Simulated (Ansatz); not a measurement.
**B2HF+ (quartet): the correlation ladder, cc-pVTZ**

Aim: climb from Hartree-Fock through coupled cluster for B2HF+ (quartet) at one geometry and basis, and see what each rung misses.

Computed with Ansatz 0.2.0, Gaussian basis. Level: cc-pVTZ, core rule «outside noble gas», up to 3 orbitals frozen.

Plan: UHF; CCSD(T) on ROHF; CCSD(T) on UHF; BCCD(T) on ROHF; CCSDT(Q) on ROHF; CCSDT(Q) on UHF.

9 further runs of the same task are left out: 1 that didn't finish, 8 set aside as unsound or not needed. Runs told in other sessions of the task aren't counted.

## (1) The system

The geometry is a PBE0/def2-TZVP stationary point (not a proven minimum) of the parent state, kept for this charge and spin.

4 atoms, charge 1, spin multiplicity 4.

Atoms are counted from 1 here; the program's logs count them from 0.

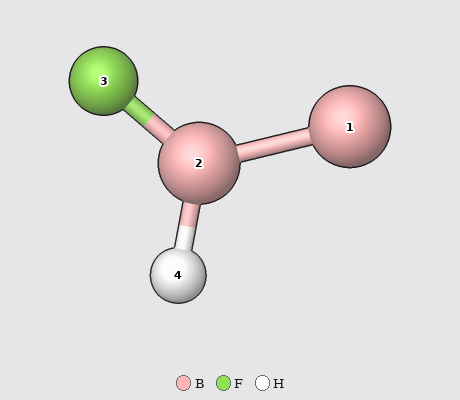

The structure; boron pink, fluorine green, hydrogen white; atoms are numbered from 1 in the order of the file.

As a file:

```xyz
4

B     0.00000   -0.28600    1.61549
B     0.00000    0.44454    0.15478
F     0.00000   -0.17769   -1.01810
H     0.00000    1.64883    0.20213
```

In the tables R marks a restricted open-shell determinant and U an unrestricted one; energies count from the table's Hartree-Fock row.

## (2) UHF

in.yaml reads:

```yaml
crystal:
  periodic: [false, false, false]
  atoms:
    - {symbol: B, position_ang: [0.000000, -0.285996, 1.615495]}
    - {symbol: B, position_ang: [0.000000, 0.444539, 0.154784]}
    - {symbol: F, position_ang: [0.000000, -0.177695, -1.018097]}
    - {symbol: H, position_ang: [0.000000, 1.648828, 0.202133]}
basis:
  gaussian: {orbitals: cc-pVTZ}
total_charge: 1
magnetization: {spin_polarized: true, initial_magnetization: 3}
hamiltonian: {xc: hf}
output: {orbitals: {seedname: orbitals}}
```

Run with:

```
> ansatz run in.yaml --threads 1 --pin off --events-out ev --progress --plain --max-ram 4096MiB --backend cpu
```

The program printed:

```text
Functional definition: HF
  name "HF"
  cite "Fock, Z. Phys. 61, 126 (1930) doi:10.1007/BF01340294"
  parent pbe
  exchange = exact_x
  correlation = 0
751 factors; their error is unknown
mean field evaluation 1: about -4044.9626 eV, gradient 4.2e1 eV
mean field evaluation 2: about -4048.4916 eV, gradient 3.6e1 eV
mean field evaluation 4: about -4052.4098 eV, gradient 2.0e0 eV
mean field evaluation 8: about -4052.6470 eV, gradient 3.0e-1 eV
mean field evaluation 16: about -4052.7186 eV, gradient 1.0e-5 eV
mean field evaluation 32: about -4051.7912 eV, gradient 5.9e-1 eV
mean field evaluation 64: about -4046.6557 eV, gradient 1.1e1 eV
mean field evaluation 96: about -4048.4921 eV, gradient 3.6e1 eV
mean field -4052.71861036 eV, -148.9346618996 hartree, gradient 1.2e-5 eV, S^2 3.777053; 3 other end points of the search recorded, 0 dependent functions left out
reference -4052.71861036 eV, -148.9346618996 hartree; 11, 8 occupied and 93, 96 virtual orbitals, 751 factors
Total energy: -4052.71861036 eV, -148.9346618996 hartree
```

It took 2.9 s on 1 thread of AMD EPYC 7R13, shared host.

From the report: ⟨S²⟩ of the determinant 3.777 (pure quartet: 3.75).

## (3) CCSD(T) on ROHF

in.yaml, as its differences from that of step 2:

```diff
@@ -10,4 +10,4 @@
 total_charge: 1
-magnetization: {spin_polarized: true, initial_magnetization: 3}
-hamiltonian: {xc: hf}
-output: {orbitals: {seedname: orbitals}}
+magnetization: {spin_polarized: false, initial_magnetization: 3}
+correlation: {method: ccsd_t, electrons: outside_noble_gas}
+output: {forces: true}
```

Run with:

```
> ansatz run in.yaml --threads 2 --pin off --events-out ev --progress --plain --max-ram 24576MiB --backend cuda --devices 0, --max-vram 18GiB
```

The program printed (excerpt; [...] marks lines left out):

```text
Functional definition: HF
  name "HF"
  cite "Fock, Z. Phys. 61, 126 (1930) doi:10.1007/BF01340294"
  parent pbe
[...]
624 factors; integrals over basis functions are off by at most 1.7e-3 eV
[...]
mean field -4052.48445702 eV, -148.9260569230 hartree, gradient 7.5e-6 eV, S^2 3.750000; 13 other end points of the search recorded, 0 dependent functions left out
[...]
determinant -4052.48445702 eV, -148.9260569230 hartree, with singles and doubles -4063.12052292 eV, -149.3169251353 hartree
determinant -4051.55168020 eV, -148.8917780071 hartree, with singles and doubles -4062.01988912 eV, -149.2764775890 hartree
determinant -4049.98289656 eV, -148.8341262715 hartree, with singles and doubles -4059.68281734 eV, -149.1905917855 hartree
determinant -4049.67348265 eV, -148.8227555202 hartree, with singles and doubles -4060.48020644 eV, -149.2198952942 hartree
3 core orbitals not correlated: weight in the atoms' cores, before any rotation towards them, 1.000 or more for the frozen orbitals, at most 0.000 for the correlated occupied ones
reference -4052.48445702 eV, -148.9260569230 hartree; 8, 5 occupied and 93, 96 virtual orbitals, 624 factors
second order -10.04704957 eV of doubles, -0.12459881 eV of singles
cycle   1  -10.57713604 eV  change    -1.2e0 eV  update   2.7e-2
[...]
cycle  18  -10.63729750 eV  change   -2.7e-7 eV  update   3.7e-7
perturbative correction -0.42153302 eV, -0.0154910527 hartree
[...]
Total energy: -4063.54328754 eV, -149.3324614484 hartree
Atom 0 at     0.000000    -0.285996     1.615495 Å, force    -0.000000     0.418820     0.494293 eV/Å
Atom 1 at     0.000000     0.444539     0.154784 Å, force     0.000000    -3.666340    -3.138080 eV/Å
Atom 2 at     0.000000    -0.177695    -1.018097 Å, force     0.000000     1.410076     2.068333 eV/Å
Atom 3 at     0.000000     1.648828     0.202133 Å, force     0.000000     1.837444     0.575453 eV/Å
Dipole moment:    -0.000000     0.357470     0.704271 e Å
```

Run time: 24 s. Hardware: 1 × H100 (card shared with other runs) with 2 threads of AMD EPYC 7R13, shared host; peak host memory 1 GiB.

From the report: correlation -11.0588 eV; T1 0.042; largest double amplitude 0.07.

## (4) CCSD(T) on UHF

in.yaml, as its differences from that of step 3:

```diff
@@ -10,3 +10,3 @@
 total_charge: 1
-magnetization: {spin_polarized: false, initial_magnetization: 3}
+magnetization: {spin_polarized: true, initial_magnetization: 3}
 correlation: {method: ccsd_t, electrons: outside_noble_gas}
```

Same command.

The program printed (excerpt; [...] marks lines left out):

```text
Functional definition: HF
  name "HF"
  cite "Fock, Z. Phys. 61, 126 (1930) doi:10.1007/BF01340294"
  parent pbe
[...]
624 factors; integrals over basis functions are off by at most 1.7e-3 eV
[...]
mean field -4052.71869109 eV, -148.9346648661 hartree, gradient 7.1e-6 eV, S^2 3.777053; 11 other end points of the search recorded, 0 dependent functions left out
determinant -4052.71869109 eV, -148.9346648661 hartree, with singles and doubles -4063.12161147 eV, -149.3169651388 hartree
determinant -4051.78722486 eV, -148.9004341137 hartree, with singles and doubles -4062.01298769 eV, -149.2762239665 hartree
determinant -4050.17551279 eV, -148.8412047873 hartree, with singles and doubles -4059.68878052 eV, -149.1908109281 hartree
determinant -4049.97761686 eV, -148.8339322463 hartree, with singles and doubles -4060.49889838 eV, -149.2205822104 hartree
3 core orbitals not correlated: weight in the atoms' cores, before any rotation towards them, 1.000 or more for the frozen orbitals, at most 0.000 for the correlated occupied ones
reference -4052.71869109 eV, -148.9346648661 hartree; 8, 5 occupied and 93, 96 virtual orbitals, 624 factors
second order -9.90348117 eV of doubles, -0.00000000 eV of singles
cycle   1  -10.35543568 eV  change    -1.2e0 eV  update   2.6e-2
[...]
cycle  18  -10.40953458 eV  change   -9.9e-8 eV  update   4.0e-7
perturbative correction -0.41286485 eV, -0.0151725033 hartree
[...]
Total energy: -4063.54109052 eV, -149.3323807095 hartree
Atom 0 at     0.000000    -0.285996     1.615495 Å, force    -0.000000     0.413998     0.504957 eV/Å
Atom 1 at     0.000000     0.444539     0.154784 Å, force     0.000000    -3.644316    -3.165395 eV/Å
Atom 2 at     0.000000    -0.177695    -1.018097 Å, force    -0.000000     1.406138     2.076719 eV/Å
Atom 3 at     0.000000     1.648828     0.202133 Å, force     0.000000     1.824180     0.583720 eV/Å
Dipole moment:     0.000000     0.356568     0.706240 e Å
```

Wall time 18 s (1 × H100 (card shared with other runs) with 2 threads of AMD EPYC 7R13, shared host); peak host memory 1 GiB.

From the report: ⟨S²⟩ of the determinant 3.777 (pure quartet: 3.75); correlation -10.8224 eV; T1 0.037; largest double amplitude 0.07.

## (5) BCCD(T) on ROHF

in.yaml, as its differences from that of step 4:

```diff
@@ -10,4 +10,3 @@
 total_charge: 1
-magnetization: {spin_polarized: true, initial_magnetization: 3}
-correlation: {method: ccsd_t, electrons: outside_noble_gas}
-output: {forces: true}
+magnetization: {spin_polarized: false, initial_magnetization: 3}
+correlation: {method: bccd_t, electrons: outside_noble_gas}
```

The command is unchanged.

The program printed (excerpt; [...] marks lines left out):

```text
Functional definition: HF
  name "HF"
  cite "Fock, Z. Phys. 61, 126 (1930) doi:10.1007/BF01340294"
  parent pbe
[...]
624 factors; integrals over basis functions are off by at most 1.7e-3 eV
[...]
mean field -4052.48445702 eV, -148.9260569230 hartree, gradient 7.5e-6 eV, S^2 3.750000; 13 other end points of the search recorded, 0 dependent functions left out
[...]
determinant -4052.48445702 eV, -148.9260569230 hartree, with singles and doubles -4063.12052292 eV, -149.3169251353 hartree
determinant -4051.55168020 eV, -148.8917780071 hartree, with singles and doubles -4062.01988912 eV, -149.2764775890 hartree
determinant -4049.98289656 eV, -148.8341262715 hartree, with singles and doubles -4059.68281734 eV, -149.1905917855 hartree
determinant -4049.67348265 eV, -148.8227555202 hartree, with singles and doubles -4060.48020644 eV, -149.2198952942 hartree
3 core orbitals not correlated: weight in the atoms' cores, before any rotation towards them, 1.000 or more for the frozen orbitals, at most 0.000 for the correlated occupied ones
reference -4052.48445702 eV, -148.9260569230 hartree; 8, 5 occupied and 93, 96 virtual orbitals, 624 factors
second order -10.04704957 eV of doubles, -0.12459881 eV of singles
cycle   1  -10.54445798 eV  change    -1.2e0 eV  update   3.8e-2
[...]
cycle  14  -10.59962247 eV  change   -7.1e-6 eV  update   1.2e-5
perturbative correction -0.46235710 eV, -0.0169913100 hartree
Total energy: -4063.54643660 eV, -149.3325771742 hartree
```

It took 28 s on 1 × H100 (card shared with other runs) with 2 threads of AMD EPYC 7R13, shared host; peak host memory 0.82 GiB.

From the report: correlation -11.0620 eV; largest double amplitude 0.07.

## (6) CCSDT(Q) on ROHF

in.yaml, as its differences from that of step 5:

```diff
@@ -11,2 +11,2 @@
 magnetization: {spin_polarized: false, initial_magnetization: 3}
-correlation: {method: bccd_t, electrons: outside_noble_gas}
+correlation: {method: ccsdt_q, electrons: outside_noble_gas}
```

The command is unchanged.

The program printed (excerpt; [...] marks lines left out):

```text
Functional definition: HF
  name "HF"
  cite "Fock, Z. Phys. 61, 126 (1930) doi:10.1007/BF01340294"
  parent pbe
[...]
1309 factors; integrals over basis functions are off by at most 2.5e-7 eV
[...]
mean field -4052.48447812 eV, -148.9260576984 hartree, gradient 2.7e-6 eV, S^2 3.750000; 13 other end points of the search recorded, 0 dependent functions left out
[...]
determinant -4052.48447812 eV, -148.9260576984 hartree, with singles and doubles -4063.12056101 eV, -149.3169265350 hartree
determinant -4051.55170123 eV, -148.8917787797 hartree, with singles and doubles -4062.01992759 eV, -149.2764790028 hartree
determinant -4049.98291471 eV, -148.8341269384 hartree, with singles and doubles -4059.68285697 eV, -149.1905932418 hartree
determinant -4049.67350662 eV, -148.8227564011 hartree, with singles and doubles -4060.48024094 eV, -149.2198965621 hartree
3 core orbitals not correlated: weight in the atoms' cores, before any rotation towards them, 1.000 or more for the frozen orbitals, at most 0.000 for the correlated occupied ones
reference -4052.48447812 eV, -148.9260576984 hartree; 8, 5 occupied and 93, 96 virtual orbitals, 1309 factors
second order -10.04706829 eV of doubles, -0.12459891 eV of singles
cycle   1  -10.14353247 eV  change    3.2e-2 eV  update   1.2e-1
[...]
cycle  22  -11.08983790 eV  change   -9.6e-7 eV  update   1.4e-6
perturbative correction -0.01092193 eV, -0.0004013736 hartree
Total energy: -4063.58523795 eV, -149.3340030977 hartree
```

Wall time 55 s (1 × H100 (card shared with other runs) with 2 threads of AMD EPYC 7R13, shared host); peak host memory 1.4 GiB.

From the report: correlation -11.1008 eV; T1 0.044; largest double amplitude 0.09.

## (7) CCSDT(Q) on UHF

in.yaml, as its differences from that of step 6:

```diff
@@ -10,3 +10,3 @@
 total_charge: 1
-magnetization: {spin_polarized: false, initial_magnetization: 3}
+magnetization: {spin_polarized: true, initial_magnetization: 3}
 correlation: {method: ccsdt_q, electrons: outside_noble_gas}
```

Launched as before.

The program printed (excerpt; [...] marks lines left out):

```text
Functional definition: HF
  name "HF"
  cite "Fock, Z. Phys. 61, 126 (1930) doi:10.1007/BF01340294"
  parent pbe
[...]
1309 factors; integrals over basis functions are off by at most 2.5e-7 eV
[...]
mean field -4052.71871257 eV, -148.9346656554 hartree, gradient 2.8e-6 eV, S^2 3.777053; 11 other end points of the search recorded, 0 dependent functions left out
determinant -4052.71871257 eV, -148.9346656554 hartree, with singles and doubles -4063.12164897 eV, -149.3169665169 hartree
determinant -4051.78724637 eV, -148.9004349039 hartree, with singles and doubles -4062.01302523 eV, -149.2762253459 hartree
determinant -4050.17553111 eV, -148.8412054608 hartree, with singles and doubles -4059.68881963 eV, -149.1908123655 hartree
determinant -4049.97764077 eV, -148.8339331249 hartree, with singles and doubles -4060.49893553 eV, -149.2205835757 hartree
3 core orbitals not correlated: weight in the atoms' cores, before any rotation towards them, 1.000 or more for the frozen orbitals, at most 0.000 for the correlated occupied ones
reference -4052.71871257 eV, -148.9346656554 hartree; 8, 5 occupied and 93, 96 virtual orbitals, 1309 factors
second order -9.90349939 eV of doubles, -0.00000000 eV of singles
cycle   1  -9.90511016 eV  change   -1.6e-3 eV  update   1.2e-1
[...]
cycle  22  -10.85640105 eV  change   -3.5e-7 eV  update   1.1e-6
perturbative correction -0.02224395 eV, -0.0008174501 hartree
Total energy: -4063.59735757 eV, -149.3344484854 hartree
```

It took 59 s on 1 × H100 (card shared with other runs) with 2 threads of AMD EPYC 7R13, shared host; peak host memory 1.2 GiB.

From the report: ⟨S²⟩ of the determinant 3.777 (pure quartet: 3.75); correlation -10.8786 eV; T1 0.040; largest double amplitude 0.09.

## (8) The ladder

The yardstick is UCCSDT(Q), where the cluster series has nearly closed. Rows without a time are mean-field rows or come out of runs for another level: lower rungs of the coupled-cluster runs, or the Hartree-Fock search. The times of RCCSD(T), UCCSD(T) include forces.

```csv
method,energy from the lowest ROHF (meV),from UCCSDT(Q) (meV),time
ROHF,0.0,+11112.9,
UHF,-234.2,+10878.7,
RMP2,-10171.6,+941.3,
UMP2,-10137.7,+975.2,
RCCSD,-10637.3,+475.6,
UCCSD,-10643.8,+469.1,
RCCSD(T),-11058.8,+54.1,24 s
UCCSD(T),-11056.6,+56.3,18 s
BCCD(T),-11062.0,+50.9,28 s
RCCSDT,-11089.9,+23.0,
UCCSDT,-11090.7,+22.2,
RCCSDT(Q),-11100.8,+12.1,55 s
UCCSDT(Q),-11112.9,0,59 s
```

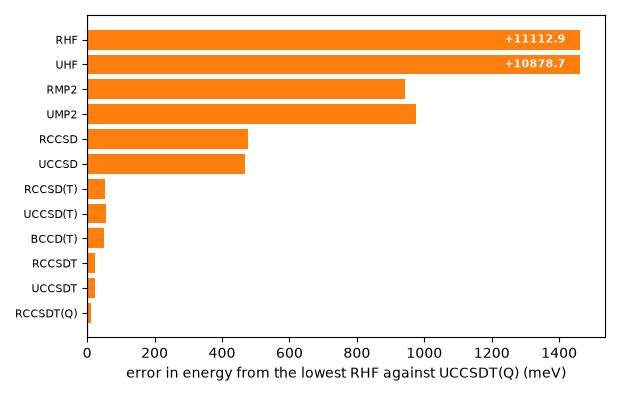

Error of each method against UCCSDT(Q). Bars with a number in them are cut short.

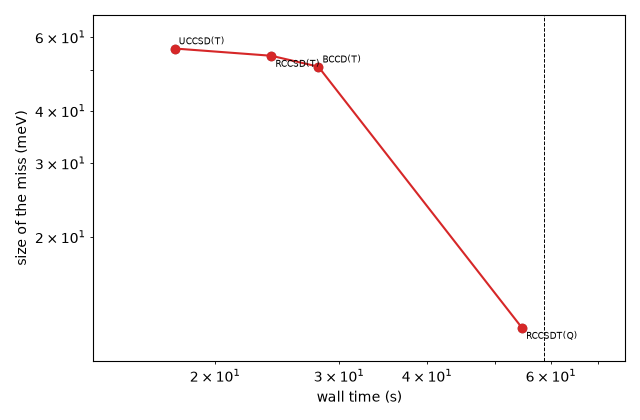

Miss against cost. Red marks the levels that no quicker level drawn beats (of those quicker than the yardstick), and the dashed line is the time of UCCSDT(Q). Times are from a shared host.

## (9) Outcome

```
                         quantity                      value
    UCCSDT(Q) from the ROHF energy                -11.1129 eV
              RMP2 from UCCSDT(Q)                 +941.3 meV
              UMP2 from UCCSDT(Q)                 +975.2 meV
             RCCSD from UCCSDT(Q)                 +475.6 meV
          RCCSD(T) from UCCSDT(Q)                  +54.1 meV
          UCCSD(T) from UCCSDT(Q)                  +56.3 meV
         RCCSDT(Q) from UCCSDT(Q)                  +12.1 meV
levels within 1 kcal/mol (43 meV)  RCCSDT, UCCSDT, RCCSDT(Q)
                    T1 diagnostic                      0.042
```

In words: RCCSD(T) misses by +54.1 meV, 0.5 % of the correlation energy. These misses are within one basis, not against nature; the frozen cores of restricted and unrestricted runs differ, which can shift their rows.

RCCSDT(Q) reaches 12.1 meV from the reference in 55 s, where UCCSDT(Q) took 59 s; the quickest level in the cost chart, UCCSD(T), takes 18 s and misses by 56.3 meV.
